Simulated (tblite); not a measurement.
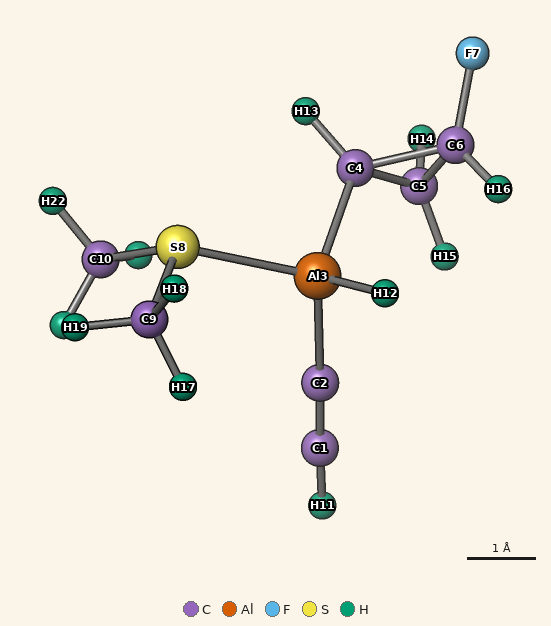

Figure 1. The structure as given in the input (ball-and-stick view, seen at a tilt; atoms are numbered from 1 in the order of the input). Sticks mark near contacts. Bond lengths as drawn: Al–C 1.96 to 1.99 Å, Al–H 1.61 Å, Al–S 2.24 Å, C–C 1.21 to 1.52 Å, C–F 1.38 Å, C–H 1.08 to 1.12 Å and C–S 1.77 Å.

# Geometry relaxation, with input and output: C7H12AlFS

System: C7H12AlFS.
Method: GFN2-xTB geometry optimisation, gas phase (tblite 0.8.0).

It belongs to a series of runs on one base structure; here: H on Al replaced by ethynyl.

The input:
```
{"job": {"kind": "relax", "xc": "GFN2-xTB", "basis": "xTB"}, "charge": 0, "multiplicity": 1}
C     -0.546400     0.932200    -2.973700
C     -0.470000     0.840100    -1.771600
Al    -0.317700     0.640200     0.168900
C     -1.510700    -0.843600     0.754200
C     -2.727500    -1.083600    -0.091800
C     -2.875000    -0.378000     1.234500
F     -3.354700    -1.096200     2.305500
S      1.757700     0.079700     0.791500
C      2.826100     1.492900     0.799600
C      2.351300    -1.166600    -0.309000
H     -0.654300     1.019700    -4.040900
H     -0.733000     2.034500     0.858300
H     -1.048300    -1.741500     1.241600
H     -3.201000    -2.083500    -0.103000
H     -2.937400    -0.414500    -0.962300
H     -3.107800     0.689300     1.190000
H      2.523100     2.228900     0.018300
H      2.743400     2.000300     1.786700
H      3.879700     1.187500     0.665400
H      3.055800    -0.737900    -1.055900
H      1.490000    -1.631700    -0.817200
H      2.846500    -1.948800     0.310100
```

The first line tells a small driver script what to run in tblite; the rest is the geometry in Å.

Hardware: 1 CPU thread, shared host.

Launch command:
```bash
OMP_NUM_THREADS=1 python <driver script> task.json out
```

Log:
```
step      E/eV     max force
  0    -816.52097    3.303
  1    -816.89715    2.328
  2    -816.99337    6.969
  3    -817.21293    1.639
  4    -817.26805    0.932
  5    -817.31106    0.435
  6    -817.33780    0.670
  7    -817.35949    0.472
  8    -817.37687    0.334
  9    -817.38936    0.252
 10    -817.39779    0.229
 11    -817.40490    0.250
 12    -817.41367    0.238
 13    -817.42329    0.223
 14    -817.43283    0.257
 15    -817.44170    0.207
 16    -817.45001    0.233
 17    -817.45741    0.232
 18    -817.46345    0.198
 19    -817.46778    0.132
 20    -817.47090    0.113
 21    -817.47411    0.151
 22    -817.47877    0.228
 23    -817.48522    0.237
 24    -817.49214    0.213
 25    -817.49796    0.171
 26    -817.50235    0.139
 27    -817.50620    0.139
 28    -817.51041    0.129
 29    -817.51447    0.132
 30    -817.51810    0.123
 31    -817.52186    0.146
 32    -817.52621    0.155
 33    -817.53113    0.178
 34    -817.53604    0.163
 35    -817.54019    0.129
 36    -817.54366    0.132
 37    -817.54705    0.113
 38    -817.55094    0.162
 39    -817.55546    0.150
 40    -817.55988    0.169
 41    -817.56343    0.171
 42    -817.56630    0.114
 43    -817.56906    0.121
 44    -817.57192    0.136
 45    -817.57570    0.154
 46    -817.57927    0.173
 47    -817.58252    0.132
 48    -817.58535    0.136
 49    -817.58813    0.127
 50    -817.59078    0.118
 51    -817.59323    0.137
 52    -817.59571    0.134
 53    -817.59848    0.130
 54    -817.60144    0.131
 55    -817.60420    0.135
 56    -817.60648    0.111
 57    -817.60821    0.112
 58    -817.60953    0.100
 59    -817.61044    0.144
 60    -817.61134    0.088
 61    -817.61211    0.060
 62    -817.61316    0.070
 63    -817.61376    0.096
 64    -817.61464    0.080
 65    -817.61538    0.075
 66    -817.61598    0.052
 67    -817.61640    0.064
 68    -817.61681    0.075
 69    -817.61724    0.074
 70    -817.61780    0.060
 71    -817.61851    0.070
 72    -817.61933    0.082
 73    -817.62023    0.066
 74    -817.62115    0.090
 75    -817.62204    0.075
 76    -817.62283    0.081
 77    -817.62349    0.060
 78    -817.62402    0.057
 79    -817.62444    0.050
 80    -817.62485    0.052
 81    -817.62533    0.063
 82    -817.62590    0.054
 83    -817.62650    0.062
 84    -817.62704    0.056
 85    -817.62754    0.052
 86    -817.62792    0.039
 87    -817.62815    0.032
 88    -817.62826    0.029
 89    -817.62836    0.027
 90    -817.62850    0.029
 91    -817.62868    0.026
 92    -817.62886    0.022
 93    -817.62898    0.020
 94    -817.62910    0.025
 95    -817.62926    0.039
 96    -817.62946    0.041
 97    -817.62964    0.027
 98    -817.62974    0.024
 99    -817.62982    0.019
100    -817.62991    0.020
101    -817.63002    0.023
102    -817.63013    0.023
103    -817.63021    0.023
104    -817.63028    0.024
105    -817.63038    0.029
106    -817.63058    0.045
107    -817.63092    0.072
108    -817.63139    0.084
109    -817.63184    0.065
110    -817.63214    0.028
111    -817.63230    0.025
112    -817.63244    0.028
113    -817.63263    0.039
114    -817.63283    0.037
115    -817.63299    0.033
116    -817.63312    0.031
117    -817.63324    0.029
118    -817.63339    0.023
119    -817.63351    0.019
120    -817.63360    0.021
121    -817.63366    0.024
122    -817.63373    0.020
123    -817.63381    0.019
124    -817.63390    0.026
125    -817.63398    0.022
126    -817.63406    0.021
127    -817.63417    0.024
128    -817.63433    0.029
129    -817.63457    0.047
130    -817.63492    0.054
131    -817.63545    0.055
132    -817.63590    0.069
133    -817.63621    0.121
134    -817.63719    0.060
135    -817.63800    0.046
136    -817.63860    0.121
137    -817.63945    0.057
138    -817.64008    0.044
139    -817.64048    0.040
140    -817.64067    0.038
141    -817.64095    0.034
142    -817.64128    0.040
143    -817.64161    0.043
144    -817.64207    0.054
145    -817.64254    0.055
146    -817.64326    0.063
147    -817.64394    0.106
148    -817.64513    0.083
149    -817.64636    0.095
150    -817.64828    0.093
151    -817.64974    0.103
152    -817.65263    0.095
153    -817.64067    0.551
154    -817.65459    0.062
155    -817.65544    0.059
156    -817.65754    0.129
157    -817.65829    0.082
158    -817.65879    0.059
159    -817.65930    0.041
160    -817.65949    0.037
161    -817.65979    0.032
162    -817.66019    0.039
163    -817.66040    0.046
164    -817.66063    0.045
165    -817.66083    0.037
166    -817.66103    0.029
167    -817.66120    0.031
168    -817.66138    0.028
169    -817.66161    0.028
170    -817.66190    0.046
171    -817.66224    0.046
172    -817.66255    0.044
173    -817.66284    0.059
174    -817.66314    0.037
175    -817.66369    0.053
176    -817.66418    0.060
177    -817.66469    0.043
178    -817.66500    0.030
179    -817.66512    0.035
180    -817.66523    0.028
181    -817.66531    0.020
182    -817.66541    0.014
183    -817.66544    0.014
184    -817.66548    0.011
185    -817.66550    0.007
```

Trajectory as extended XYZ (Å, eV, eV/Å), 5 of the 186 frames kept, from step=0 to step=185:
```
22
Properties=species:S:1:pos:R:3:forces:R:3 step=0 energy=-816.52097
C    -0.5464    0.9322   -2.9737   -0.0780   0.0650  -0.9440
C    -0.4700    0.8401   -1.7716    0.6360  -0.1600   0.0970
Al   -0.3177    0.6402    0.1689   -2.9630   1.1970  -0.8360
C    -1.5107   -0.8436    0.7542    1.1770  -0.0730   0.1230
C    -2.7275   -1.0836   -0.0918   -1.2240   0.1710   0.2630
C    -2.8750   -0.3780    1.2345    1.1880  -0.6730  -0.6090
F    -3.3547   -1.0962    2.3055   -0.4160   0.5570  -0.3080
S     1.7577    0.0797    0.7915   -0.0640  -0.3260   1.8840
C     2.8261    1.4929    0.7996    0.9880   1.5080  -0.2940
C     2.3513   -1.1666   -0.3090    0.9980  -0.9940  -0.9340
H    -0.6543    1.0197   -4.0409    0.0180  -0.0230   0.6800
H    -0.7330    2.0345    0.8583    0.6800  -0.3860   0.1440
H    -1.0483   -1.7415    1.2416   -1.0040   0.3310  -0.0580
H    -3.2010   -2.0835   -0.1030    0.4880   0.6530  -0.3240
H    -2.9374   -0.4145   -0.9623    0.3620  -0.9030   0.6590
H    -3.1078    0.6893    1.1900   -0.0710  -0.4750   0.6050
H     2.5231    2.2289    0.0183    0.3150  -0.5370   0.4570
H     2.7434    2.0003    1.7867   -0.0830  -0.4960  -0.6200
H     3.8797    1.1875    0.6654   -0.5600   0.1340  -0.0170
H     3.0558   -0.7379   -1.0559   -0.5230  -0.4070   0.4900
H     1.4900   -1.6317   -0.8172    0.2810   0.3100   0.0930
H     2.8465   -1.9488    0.3101   -0.1480   0.5270  -0.5520
22
Properties=species:S:1:pos:R:3:forces:R:3 step=46 energy=-817.57927
C    -0.1221    0.9236   -2.8670    0.0330   0.0020   0.0200
C     0.0502    0.7885   -1.6744   -0.1090   0.0330  -0.0040
Al   -0.3361    0.6402    0.2424   -0.0370  -0.0180   0.0660
C    -1.4802   -0.8919    0.8317    0.0260   0.1100   0.1310
C    -2.7125   -1.0956   -0.0419    0.0810  -0.0190  -0.0260
C    -2.8457   -0.3925    1.2516    0.0870  -0.0100  -0.0100
F    -3.5154   -1.0457    2.2528    0.0720   0.0790  -0.0280
S     1.8661   -0.0780    1.1026   -0.0220  -0.0190   0.0010
C     2.6621    1.4918    0.6661   -0.0240  -0.0470   0.0040
C     2.1617   -1.0983   -0.3765   -0.0140   0.0160   0.0380
H    -0.2191    1.0362   -3.9123    0.0490   0.0060  -0.0200
H    -0.3748    1.9602    1.0717   -0.0180  -0.0310   0.0120
H    -1.1966   -1.7985    1.3762   -0.0870   0.0490  -0.0510
H    -3.1296   -2.0895   -0.1028   -0.0440  -0.0050  -0.0610
H    -2.8043   -0.5056   -0.9450   -0.0180  -0.0490  -0.0340
H    -3.0737    0.6711    1.2824    0.0030  -0.0770   0.0500
H     2.2040    1.9104   -0.2276   -0.0040  -0.0130  -0.0410
H     2.4951    2.1585    1.5063   -0.0050   0.0110   0.0170
H     3.7279    1.3293    0.5370   -0.0200  -0.0080  -0.0590
H     2.6368   -0.4947   -1.1415   -0.0200  -0.0120   0.0010
H     1.1997   -1.4672   -0.7349    0.0220   0.0100  -0.0240
H     2.7961   -1.9327   -0.0982    0.0520  -0.0090   0.0160
22
Properties=species:S:1:pos:R:3:forces:R:3 step=92 energy=-817.62886
C     0.1165    1.0325   -2.7198    0.0060  -0.0040   0.0150
C    -0.0385    0.8444   -1.5327   -0.0070   0.0000   0.0040
Al   -0.3892    0.5985    0.3875    0.0120   0.0000  -0.0060
C    -1.4943   -0.9556    0.9419    0.0170  -0.0070  -0.0100
C    -2.6577   -1.1162   -0.0326    0.0090  -0.0020  -0.0080
C    -2.8579   -0.3875    1.2385    0.0070   0.0070  -0.0050
F    -3.6322   -0.9808    2.1959   -0.0040  -0.0090   0.0080
S     1.8906   -0.0613    1.0696   -0.0120   0.0170   0.0040
C     2.5797    1.5047    0.4757   -0.0080   0.0090  -0.0070
C     2.1302   -1.1316   -0.3824    0.0050  -0.0060  -0.0010
H     0.2603    1.1885   -3.7542   -0.0120   0.0120  -0.0060
H    -0.4462    1.8669    1.2866    0.0160   0.0150   0.0000
H    -1.3048   -1.8639    1.5129   -0.0020  -0.0120   0.0030
H    -3.1262   -2.0848   -0.1296    0.0000  -0.0050   0.0100
H    -2.6498   -0.5368   -0.9483   -0.0020   0.0010  -0.0130
H    -3.0349    0.6847    1.2423   -0.0060   0.0130  -0.0060
H     1.9817    1.8815   -0.3535   -0.0060   0.0000  -0.0050
H     2.5335    2.2017    1.3072    0.0150  -0.0130   0.0010
H     3.6123    1.3497    0.1774   -0.0150   0.0030   0.0140
H     2.4759   -0.5306   -1.2156   -0.0130   0.0020  -0.0040
H     1.1762   -1.5933   -0.6361    0.0110  -0.0100   0.0120
H     2.8643   -1.8911   -0.1316   -0.0110  -0.0120   0.0010
22
Properties=species:S:1:pos:R:3:forces:R:3 step=139 energy=-817.64048
C     0.0245    1.2057   -2.6582    0.0000   0.0130  -0.0170
C    -0.0890    0.9013   -1.4909    0.0140   0.0100   0.0350
Al   -0.3782    0.6256    0.4355   -0.0200   0.0070   0.0070
C    -1.4452   -0.9563    0.9844   -0.0130   0.0160   0.0040
C    -2.5140   -1.2045   -0.0761   -0.0050   0.0020   0.0010
C    -2.8323   -0.3798    1.1088   -0.0120  -0.0020   0.0010
F    -3.6954   -0.9017    2.0306   -0.0020  -0.0050   0.0190
S     1.8905   -0.0265    1.1216   -0.0030  -0.0190   0.0110
C     2.6357    1.4689    0.4260   -0.0120   0.0000   0.0000
C     2.0147   -1.1702   -0.2836   -0.0020  -0.0150  -0.0140
H     0.1266    1.4579   -3.6782   -0.0050  -0.0090  -0.0150
H    -0.4480    1.9067    1.3141    0.0180  -0.0090   0.0140
H    -1.3005   -1.8126    1.6430   -0.0120   0.0110  -0.0160
H    -2.9738   -2.1805   -0.1342    0.0110  -0.0080   0.0020
H    -2.4252   -0.6993   -1.0310    0.0000  -0.0050  -0.0080
H    -3.0086    0.6885    1.0109   -0.0080   0.0020  -0.0140
H     1.9721    1.8985   -0.3236    0.0000   0.0010  -0.0220
H     2.7627    2.1653    1.2485    0.0150   0.0080   0.0020
H     3.6011    1.2176   -0.0013    0.0030   0.0100   0.0020
H     1.9757   -0.6105   -1.2138    0.0030  -0.0160   0.0220
H     1.1571   -1.8402   -0.2299    0.0390  -0.0050  -0.0070
H     2.9391   -1.7346   -0.2036   -0.0070   0.0130  -0.0090
22
Properties=species:S:1:pos:R:3:forces:R:3 step=185 energy=-817.66550
C    -0.0719    1.3560   -2.5555   -0.0060  -0.0010   0.0010
C    -0.1288    1.0786   -1.3770    0.0010   0.0010   0.0000
Al   -0.3633    0.7610    0.5532    0.0010  -0.0010   0.0000
C    -1.4844   -0.8029    1.0533   -0.0020  -0.0030  -0.0030
C    -2.3731   -1.2721   -0.0964   -0.0020   0.0000   0.0030
C    -2.9225   -0.3708    0.9401    0.0020   0.0010   0.0000
F    -3.8406   -0.8887    1.8123    0.0030   0.0030  -0.0040
S     1.8990   -0.0696    1.1253   -0.0040  -0.0030   0.0040
C     2.6847    1.3782    0.3744    0.0030   0.0020   0.0010
C     1.9597   -1.2357   -0.2617    0.0030  -0.0030  -0.0060
H    -0.0207    1.5894   -3.5841    0.0030   0.0020   0.0010
H    -0.2872    1.9918    1.4970   -0.0010  -0.0020   0.0010
H    -1.3601   -1.5709    1.8175   -0.0020  -0.0020   0.0000
H    -2.7211   -2.2950   -0.0973    0.0020  -0.0010   0.0030
H    -2.2085   -0.8579   -1.0840   -0.0020  -0.0010   0.0010
H    -3.1903    0.6540    0.6998    0.0010   0.0010   0.0000
H     2.0456    1.7899   -0.4059    0.0020  -0.0020  -0.0030
H     2.8188    2.1076    1.1669    0.0000   0.0020  -0.0030
H     3.6503    1.0867   -0.0273   -0.0010   0.0010   0.0040
H     1.3760   -0.8528   -1.0981    0.0030  -0.0050   0.0030
H     1.5319   -2.1680    0.0938   -0.0010   0.0040   0.0000
H     2.9959   -1.3896   -0.5470   -0.0020   0.0030   0.0000
```

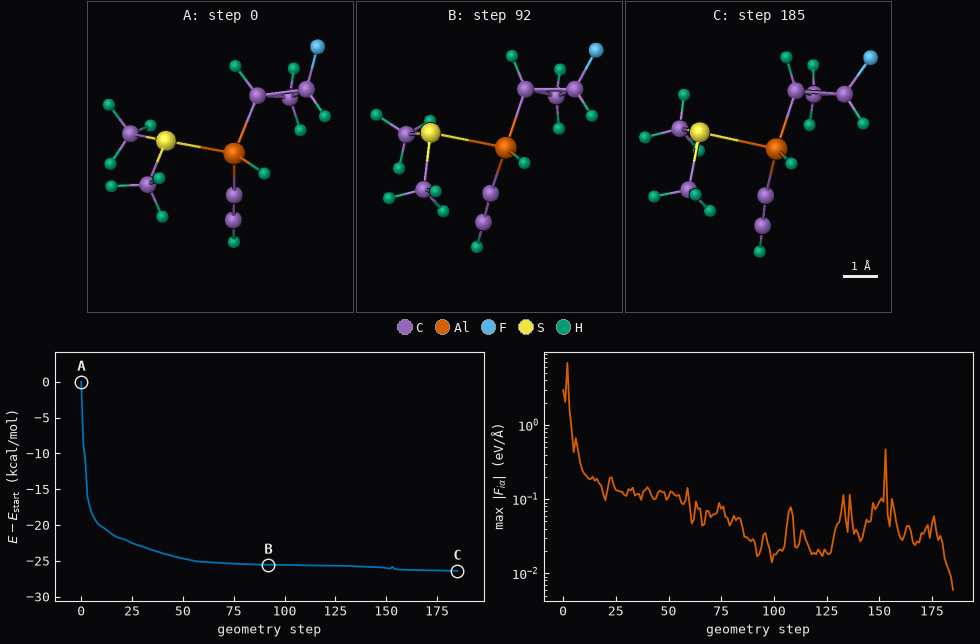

Figure 2. Frames of the relaxation (ball-and-stick view, seen at a tilt) above the curves, on which the letters mark them (steps are counted from 0).

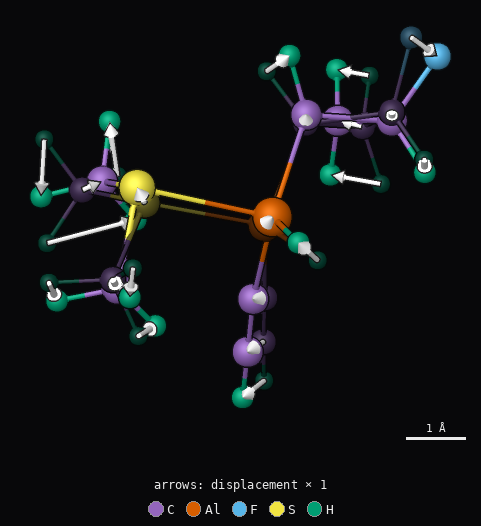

Figure 3. Start (faint) and end (solid) with the displacements as white arrows, at true length (ball-and-stick view, seen at a tilt). The two geometries are laid on each other by the best rigid fit. Over 185 geometry steps the energy falls by 26.4 kcal/mol. Largest force component: 3 eV/Å at the start, 0.006 eV/Å at the end. The largest move after the best rigid fit is that of H20, 1.67 Å. Largest moves by element: H 1.67 Å, C 0.73 Å, F 0.72 Å, Al 0.40 Å, S 0.39 Å. Among the contacts that change: Al3–S8 2.238 → 2.477 Å, Al3–H12 1.610 → 1.553 Å, S8–C10 1.765 → 1.813 Å, C5–H15 1.118 → 1.084 Å. Among the angles that change: Al3–S8–C9 111.1° → 91.9°, S8–Al3–H12 109.7° → 94.6°, Al3–S8–C10 108.4° → 94.0°. (Atoms are counted from 1 in the order of the input.)

Summary:

- outcome: converged
- total energy: −817.6655 eV
- wall time: 1.9 s
- peak memory: 0.18 GiB
